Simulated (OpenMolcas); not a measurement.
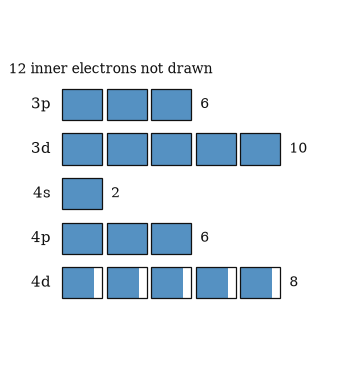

The outer shells of the leading configuration of the lowest level: a box for each of the 2l + 1 orbitals, shaded by the share of the shell that is filled, with the electron count at the right.

**Ag³⁺ complex: multiconfigurational calculation**

Ag³⁺ with 6 ligands (OH; octahedron, 2.08 Å), neutralised by 6 outer point charges of +0.5 e, whose field is part of the energies. Computed at this level: state-averaged CASSCF, active space 8 electrons in the shell 4d, basis ANO-RCC-VDZP on the metal and ANO-RCC-VDZP on the ligands, DKH2 scalar Hamiltonian, spin-orbit coupling by RASSI with atomic mean-field integrals (OpenMolcas).

## Log (extracts)
```
--- SEWARD ---
Basis set label: AG.ANO-RCC...6S5P3D1F.

      Electronic valence basis set:
      ------------------
      Associated Effective Charge  47.000000 au
      Associated Actual Charge     47.000000 au
      Nuclear Model: Point charge

      Shell  nPrim  nBasis  Cartesian Spherical Contaminant
         s      21       6        X
         p      18       5        X
         d      13       3                 X
         f       6       1                 X
                  Relativistic Douglas-Kroll-Hess integrals:
                    - DKH order of Hamiltonian: 2
                    - DKH order of Properties : 0
                  Atomic mean-field integrals
--- RASSCF ---
Wave function specifications:
      -----------------------------

      Number of closed shell electrons          96
      Number of electrons in active shells       8
      Max number of holes in RAS1 space          0
      Max nr of electrons in RAS3 space          0
      Number of inactive orbitals               48
      Number of active orbitals                  5
      Number of secondary orbitals             104
      Spin quantum number                      1.0
      State symmetry                             1
Orbital specifications:
      -----------------------

      Symmetry species                           1   2
                                                ag  au
      Frozen orbitals                            0   0
      Inactive orbitals                         24  24
      Active orbitals                            5   0
      RAS1 orbitals                              0   0
      RAS2 orbitals                              5   0
      RAS3 orbitals                              0   0
      Secondary orbitals                        49  55
      Deleted orbitals                           0   0
      Number of basis functions                 78  79
      Number of CSFs                            10
      Number of root(s) required                10
      Iter CI   SX   CI       RASSCF       Energy    max ROT     max BLB   max BLB  Level Ln srch  Step   QN
          iter iter root      energy       change     param      element    value   shift minimum  type update
 Nr of preliminary CI iterations:   1
      Total energies have been shifted. Add                -5000.00 au
        1   1   10    0  -764.76597252    0.00E+00  -7.92E-02   29  35 1  3.87E-01*  1.44   0.00    SX    NO
        2   1   10    0  -765.02425336   -2.58E-01*  7.43E-02   16  40 1  7.38E-02*  1.21   0.00    SX    NO
        3   1   10    0  -765.07044397   -4.62E-02*  5.56E-02   16  40 1  3.57E-02*  1.15   0.00    SX    NO
        4   1   10    0  -765.08741514   -1.70E-02*  4.02E-02   24  27 1  1.81E-02*  1.11   0.00    SX    NO
        5   1   10    0  -765.09530514   -7.89E-03*  4.74E-02   24  27 1  1.34E-02*  1.09   2.50    LS   YES
        6   1   10    0  -765.10113220   -5.83E-03*  3.89E-02   26  32 1 -1.07E-02*  1.06   2.00    LS   YES
        7   1   10    0  -765.10302751   -1.90E-03*  1.95E-02   29  35 1 -1.43E-02*  1.04   1.22    QN   YES
        8   1    9    0  -765.10448086   -1.45E-03*  2.19E-02   16  40 1 -7.80E-03*  1.04   2.25    LS   YES
        9   1    9    0  -765.10511286   -6.32E-04* -5.67E-03   28  34 1  5.78E-03*  1.03   1.11    QN   YES
       10   1    9    0  -765.10546658   -3.54E-04* -5.59E-03    9  37 2  2.38E-03*  1.03   1.54    QN   YES
       11   1    8    0  -765.10560619   -1.40E-04*  4.68E-03    9  37 2  1.93E-03*  1.03   1.41    QN   YES
       12   1    8    0  -765.10565591   -4.97E-05* -4.13E-03   16  40 1  1.31E-03*  1.03   1.70    QN   YES
       13   1    8    0  -765.10568351   -2.76E-05*  2.02E-03   29  35 1 -5.86E-04*  1.02   1.46    QN   YES
       14   1    8    0  -765.10569318   -9.67E-06*  1.07E-03    9  37 2 -5.08E-04*  1.02   1.49    QN   YES
       15   1    7    0  -765.10569650   -3.32E-06*  5.92E-04   16  40 1 -2.22E-04*  1.02   1.40    QN   YES
       16   1    7    0  -765.10569744   -9.34E-07*  2.83E-04   16  40 1 -1.23E-04*  1.02   1.45    QN   YES
       17   1    6    0  -765.10569773   -2.98E-07* -1.61E-04    9  37 2  7.46E-05   1.02   1.43    QN   YES
       18   1    6    0  -765.10569783   -9.03E-08* -1.03E-04    9  37 2  3.59E-05   1.02   1.43    QN   YES
       19   1    6    0  -765.10569785   -2.79E-08* -6.08E-05   16  40 1  1.99E-05   1.02   1.44    QN   YES
       20   1    5    0  -765.10569786   -8.97E-09  -3.24E-05   26  42 1  1.13E-05   1.02   1.46    QN   YES
      Convergence after 20 iterations
       21   1    5    0  -765.10569786   -2.91E-09  -3.24E-05    9  37 2 -6.52E-06   1.02   1.46    QN   YES
      Natural orbitals and occupation numbers for root  1
      sym 1:   2.000000   1.999992   1.000008   1.999992   1.000008
      Natural orbitals and occupation numbers for root  2
      sym 1:   1.252115   2.000000   1.747885   1.747885   1.252115
      Natural orbitals and occupation numbers for root  3
      sym 1:   2.000000   1.252115   1.252115   1.747885   1.747885
::    RASSCF root number  1 Total energy:  -5765.23337895
::    RASSCF root number  2 Total energy:  -5765.14149772
::    RASSCF root number  3 Total energy:  -5765.14149772
::    RASSCF root number  4 Total energy:  -5765.14102435
::    RASSCF root number  5 Total energy:  -5765.10823446
::    RASSCF root number  6 Total energy:  -5765.10490311
::    RASSCF root number  7 Total energy:  -5765.10490311
::    RASSCF root number  8 Total energy:  -5765.02901945
::    RASSCF root number  9 Total energy:  -5765.02901945
::    RASSCF root number 10 Total energy:  -5765.02350034
--- RASSCF ---
Wave function specifications:
      -----------------------------

      Number of closed shell electrons          96
      Number of electrons in active shells       8
      Max number of holes in RAS1 space          0
      Max nr of electrons in RAS3 space          0
      Number of inactive orbitals               48
      Number of active orbitals                  5
      Number of secondary orbitals             104
      Spin quantum number                      0.0
      State symmetry                             1
Orbital specifications:
      -----------------------

      Symmetry species                           1   2
                                                ag  au
      Frozen orbitals                            0   0
      Inactive orbitals                         24  24
      Active orbitals                            5   0
      RAS1 orbitals                              0   0
      RAS2 orbitals                              5   0
      RAS3 orbitals                              0   0
      Secondary orbitals                        49  55
      Deleted orbitals                           0   0
      Number of basis functions                 78  79
      Number of CSFs                            15
      Number of root(s) required                15
      Iter CI   SX   CI       RASSCF       Energy    max ROT     max BLB   max BLB  Level Ln srch  Step   QN
          iter iter root      energy       change     param      element    value   shift minimum  type update
 Nr of preliminary CI iterations:   1
      Total energies have been shifted. Add                -5000.00 au
        1   1    9    0  -765.05244507    0.00E+00   1.00E-02   26  32 1 -7.21E-03*  1.03   0.00    SX    NO
        2   1    9    0  -765.05326702   -8.22E-04* -8.16E-03   26  32 1 -5.36E-03*  1.02   0.00    SX    NO
        3   1    9    0  -765.05380772   -5.41E-04* -6.82E-03   26  32 1 -3.69E-03*  1.02   0.00    SX    NO
        4   1    9    0  -765.05418440   -3.77E-04* -5.76E-03   26  32 1 -2.78E-03*  1.01   0.00    SX    NO
        5   1    9    0  -765.05445335   -2.69E-04* -2.90E-02   26  32 1 -2.13E-03*  1.01   2.50    QN   YES
        6   1    9    0  -765.05515146   -6.98E-04* -7.44E-03   21  30 1  9.17E-04*  1.00   1.21    QN   YES
        7   1    9    0  -765.05519161   -4.01E-05*  3.92E-03   26  32 1  7.00E-04*  0.99   1.38    QN   YES
        8   1    8    0  -765.05520832   -1.67E-05*  4.21E-03   26  32 1  5.31E-04*  0.99   2.09    LS   YES
        9   1    8    0  -765.05521460   -6.28E-06* -1.91E-03   19  28 1  3.73E-04*  0.99   1.02    QN   YES
       10   1    8    0  -765.05522287   -8.27E-06* -1.93E-03   18  30 1  2.89E-04*  0.99   2.02    LS   YES
       11   1    8    0  -765.05522568   -2.81E-06*  3.52E-04   18  30 1  3.27E-04*  0.99   1.00    QN   YES
       12   1    8    0  -765.05522659   -9.17E-07*  5.25E-04   25  31 1 -2.13E-04*  0.99   2.50    LS   YES
       13   1    8    0  -765.05522711   -5.14E-07* -3.43E-04   25  31 1 -3.55E-04*  0.99   1.00    QN   YES
       14   1    7    0  -765.05522754   -4.36E-07*  2.20E-04   18  36 1  7.87E-05   0.99   1.26    QN   YES
       15   1    6    0  -765.05522765   -1.08E-07*  1.84E-04   26  32 1  6.19E-05   0.99   1.84    LS   YES
       16   1    7    0  -765.05522768   -2.71E-08*  6.95E-05   25  31 1  1.09E-04*  0.99   0.97    QN   YES
       17   1    6    0  -765.05522771   -3.53E-08*  6.41E-05   25  31 1  4.12E-05   0.99   1.92    LS   YES
       18   1    6    0  -765.05522773   -1.07E-08* -2.89E-05   11  36 2  2.58E-05   0.99   1.01    QN   YES
       19   1    6    0  -765.05522773   -4.96E-09  -3.80E-05   26  32 1 -1.18E-05   0.99   2.42    QN   YES
      Convergence after 19 iterations
       20   1    6    0  -765.05522773   -2.89E-09  -3.80E-05   11  36 2 -4.83E-06   0.99   2.42    QN   YES
      Natural orbitals and occupation numbers for root  1
      sym 1:   1.997385   1.999462   1.001644   1.999237   1.002272
      Natural orbitals and occupation numbers for root  2
      sym 1:   1.999997   1.997972   1.001943   1.998115   1.001974
      Natural orbitals and occupation numbers for root  3
      sym 1:   1.978911   1.978911   1.030972   1.980234   1.030972
::    RASSCF root number  1 Total energy:  -5765.18364724
::    RASSCF root number  2 Total energy:  -5765.18364724
::    RASSCF root number  3 Total energy:  -5765.14058130
::    RASSCF root number  4 Total energy:  -5765.09487096
::    RASSCF root number  5 Total energy:  -5765.09487096
::    RASSCF root number  6 Total energy:  -5765.09341259
::    RASSCF root number  7 Total energy:  -5765.07430543
::    RASSCF root number  8 Total energy:  -5765.07430543
::    RASSCF root number  9 Total energy:  -5765.07407789
::    RASSCF root number 10 Total energy:  -5764.98661271
::    RASSCF root number 11 Total energy:  -5764.98390426
::    RASSCF root number 12 Total energy:  -5764.98390426
::    RASSCF root number 13 Total energy:  -5764.97808293
::    RASSCF root number 14 Total energy:  -5764.97808293
::    RASSCF root number 15 Total energy:  -5764.90410987
--- RASSI ---
SPIN-FREE ENERGIES:
  (Shifted by EMIN (a.u.) =      -5765.2333789538)

 SF State       Relative EMIN(au)   Rel lowest level(eV)    D:o, cm**(-1)

     1             0.0000000000        0.0000000000              0.0000
    11             0.0497317159        1.3532689287          10914.8500
    12             0.0497317159        1.3532689287          10914.8500
     2             0.0918812346        2.5002157646          20165.6001
     3             0.0918812346        2.5002157646          20165.6001
     4             0.0923546027        2.5130967653          20269.4924
    13             0.0927976551        2.5251528348          20366.7311
     5             0.1251444920        3.4053551095          27466.0413
     6             0.1284758455        3.4960058541          28197.1888
     7             0.1284758455        3.4960058541          28197.1888
    14             0.1385079897        3.7689944049          30398.9900
    15             0.1385079897        3.7689944049          30398.9900
    16             0.1399663660        3.8086788467          30719.0666
    17             0.1590735277        4.3286112049          34912.6039
    18             0.1590735277        4.3286112049          34912.6039
    19             0.1593010651        4.3348028128          34962.5425
     9             0.2043595073        5.5609054869          44851.7275
     8             0.2043595073        5.5609054869          44851.7275
    10             0.2098786187        5.7110881577          46063.0325
    20             0.2467662456        6.7148516226          54158.9308
    21             0.2494746941        6.7885522597          54753.3665
    22             0.2494746941        6.7885522597          54753.3665
    23             0.2552960202        6.9469586125          56030.9999
    24             0.2552960202        6.9469586125          56030.9999
    25             0.3292690794        8.9598680997          72266.2098
     Dipole printing threshold changed to   1.00000000E+00
Eigenvalues of complex Hamiltonian:
   -----------------------------------
  (Shifted by EMIN (a.u.) =      -5765.2333789538)

 SO State       Relative EMIN(au)   Rel lowest level(eV)    D:o, cm**(-1)

     1            -0.0014922998        0.0000000000              0.0000
     2            -0.0014728367        0.0005296204              4.2717
     3            -0.0014728367        0.0005296205              4.2717
     4             0.0471432730        1.3234413576          10674.2744
     5             0.0471432730        1.3234413576          10674.2744
     6             0.0884163150        2.4465380450          19732.6601
     7             0.0884163150        2.4465380450          19732.6601
     8             0.0887520926        2.4556750199          19806.3548
     9             0.0887520926        2.4556750200          19806.3548
    10             0.0891653607        2.4669206177          19897.0566
    11             0.0896510058        2.4801356932          20003.6434
    12             0.0933209366        2.5799995979          20809.1001
    13             0.0933209366        2.5799995978          20809.1001
    14             0.0935458985        2.5861211226          20858.4735
    15             0.0960124988        2.6532407369          21399.8297
    16             0.1256793851        3.4605178392          27910.9587
    17             0.1257481987        3.4623903532          27926.0615
    18             0.1257481987        3.4623903532          27926.0615
    19             0.1281715407        3.5283328463          28457.9236
    20             0.1281715407        3.5283328462          28457.9236
    21             0.1283246839        3.5325000871          28491.5347
    22             0.1293872802        3.5614148056          28724.7476
    23             0.1301318055        3.5816743702          28888.1520
    24             0.1301318055        3.5816743701          28888.1520
    25             0.1384607754        3.8083171867          30716.1496
    26             0.1384607754        3.8083171866          30716.1496
    27             0.1396904120        3.8417773041          30986.0236
    28             0.1595081807        4.3810462615          35335.5211
    29             0.1595081807        4.3810462615          35335.5211
    30             0.1596417485        4.3846808264          35364.8359
    31             0.2017132954        5.5295059394          44598.4731
    32             0.2031515764        5.5686435582          44914.1393
    33             0.2048613419        5.6151686484          45289.3894
    34             0.2048613419        5.6151686484          45289.3894
    35             0.2077188839        5.6929263288          45916.5474
    36             0.2077188839        5.6929263288          45916.5474
    37             0.2110415264        5.7833400360          46645.7832
    38             0.2110666042        5.7840224382          46651.2871
    39             0.2110666042        5.7840224382          46651.2871
    40             0.2482776067        6.7965854003          54818.1582
    41             0.2507226652        6.8631188320          55354.7865
Weights of the five most important spin-orbit-free states for each spin-orbit state.

 SO State  Total energy (au)           Spin-free states, spin, and weights
 -------------------------------------------------------------------------------------------------------
    1        -0.001492       1 1.0  0.9858    3 1.0  0.0060    2 1.0  0.0060   16 0.0  0.0020   19 0.0  0.0001
    2        -0.001473       1 1.0  0.9861    4 1.0  0.0055    2 1.0  0.0035    3 1.0  0.0025   14 0.0  0.0016
    3        -0.001473       1 1.0  0.9861    4 1.0  0.0055    3 1.0  0.0035    2 1.0  0.0025   15 0.0  0.0016
    4         0.047143      12 0.0  0.9556    2 1.0  0.0160    4 1.0  0.0118    3 1.0  0.0075    6 1.0  0.0032
    5         0.047143      11 0.0  0.9556    3 1.0  0.0160    4 1.0  0.0118    2 1.0  0.0075    7 1.0  0.0032
    6         0.088416       3 1.0  0.4689    2 1.0  0.4629    4 1.0  0.0337    7 1.0  0.0173   17 0.0  0.0047
    7         0.088416       2 1.0  0.4689    3 1.0  0.4629    4 1.0  0.0337    6 1.0  0.0173   18 0.0  0.0047
    8         0.088752       4 1.0  0.4033    2 1.0  0.2602    3 1.0  0.2486    5 1.0  0.0352   12 0.0  0.0194
    9         0.088752       4 1.0  0.4033    3 1.0  0.2602    2 1.0  0.2486    5 1.0  0.0352   11 0.0  0.0194
   10         0.089165       4 1.0  0.6488    3 1.0  0.1613    2 1.0  0.1613    7 1.0  0.0092    6 1.0  0.0092
   11         0.089651      13 0.0  0.9127    5 1.0  0.0278    7 1.0  0.0256    6 1.0  0.0256    2 1.0  0.0039
   12         0.093321       4 1.0  0.4971    3 1.0  0.2410    2 1.0  0.2161    1 1.0  0.0104    6 1.0  0.0098
```

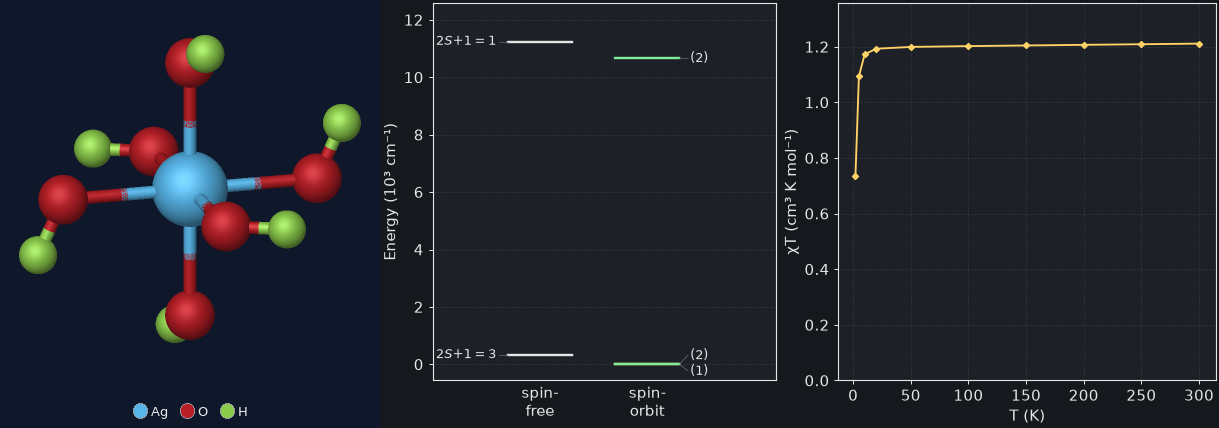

Ag³⁺ (4d⁸) with 6 ligands, OH⁻, at 2.08 Å (arrangement: octahedron, Ci), neutralised by outer point charges of +0.5 e, and its levels and susceptibility. Labels give the representation in O, Td, D4 or D3 as the site allows (double group for half-integer spin) where it could be assigned and, in brackets, the degeneracy; spin-free states, where drawn, share the zero of the spin-orbit levels. Powder susceptibility by Van Vleck's formula. The ground level is non-degenerate, 100 % from states of spin multiplicity 3. The next level lies at 4.3 cm⁻¹. χT is 0.734 cm³ K mol⁻¹ at 2 K and 1.21 at 300 K, an effective moment of 3.11 μB. The active orbitals hold 68 to 89 % metal character (Löwdin), and the Mulliken charge of the metal is +1.66.

## Input file
```
&GATEWAY
Coord
13

Ag 0.0 0.0 0.0
O 2.080000 0.000000 0.000000
H 2.489940 0.879119 0.000000
O 0.000000 2.080000 0.000000
H 0.000000 2.489940 0.879119
O -2.080000 0.000000 0.000000
H -2.489940 -0.879119 0.000000
O 0.000000 -2.080000 0.000000
H 0.000000 -2.489940 -0.879119
O 0.000000 0.000000 2.080000
H 0.879119 0.000000 2.489940
O 0.000000 0.000000 -2.080000
H -0.879119 0.000000 -2.489940
Basis=Ag.ANO-RCC-VDZP,H.ANO-RCC-VDZP,O.ANO-RCC-VDZP
Group=XYZ
NoMove
AngMom=0.0 0.0 0.0
AMFI
RICD
XField
3 Angstrom 0
5.880000 0.000000 0.000000 0.500000
0.000000 5.880000 0.000000 0.500000
0.000000 0.000000 5.880000 0.500000
&SEWARD
&RASSCF
FileOrb=start.orb
Symmetry=1
Spin=3
nActEl=8 0 0
Inactive=24 24
Ras2=5 0
CIRoot=10 10 1
SDav=10
CIMx=300
Iter=150 100
PrWF=0.3
OrbListing=Nothing
MaxOrb=0
LevShft=1.0
>>> COPY $Project.JobIph JOB001
&RASSCF
FileOrb=start.orb
Symmetry=1
Spin=1
nActEl=8 0 0
Inactive=24 24
Ras2=5 0
CIRoot=15 15 1
SDav=15
CIMx=300
Iter=150 100
PrWF=0.3
OrbListing=Nothing
MaxOrb=0
LevShft=1.0
>>> COPY $Project.JobIph JOB002
&RASSI
NrOfJobIphs=2 10 15
1 2 3 4 5 6 7 8 9 10
1 2 3 4 5 6 7 8 9 10 11 12 13 14 15
IphNames
JOB001
JOB002
EJob
SpinOrbit
DIPRint=1.0
SOCoupling=1000.0
Subsets=2
Property=9
'ANGMOM' 1 'ANGMOM' 2 'ANGMOM' 3 'MLTPL  1' 1 'MLTPL  1' 2 'MLTPL  1' 3
'AMFI' 1 'AMFI' 2 'AMFI' 3
SOProperty=3
'ANGMOM' 1 'ANGMOM' 2 'ANGMOM' 3
```

The file start.orb holds starting orbitals from an earlier step. A driver script formed the levels outside the program, from RASSI's spin-orbit matrix and the active-space energies, averaged over the components of each term or state.

Run as:
```bash
OMP_NUM_THREADS=1 MOLCAS_MEM=2457 MOLCAS_PROJECT=a pymolcas a.inp > a.log  # once for each step of the input, in one work folder
```

## Results in brief

- outcome: converged
- energy of the lowest spin-free term: −5765.23338 hartree
- energy of the lowest spin-orbit level: −5765.23487 hartree
- largest spread among components of a term: 0.0 cm⁻¹
- hardware: 1 thread of Intel Xeon @ 2.50GHz (Skylake/Cascade Lake), 16 GiB of memory available, shared host
- wall time: 38 s
- peak memory: 0.39 GiB

## Notes

Without dynamic correlation the splittings between terms come out too large, often by 20 to 50 %. Limits: covalent bonds, ligand orbitals missing from the active space; distances are set from ionic radii, not optimised.
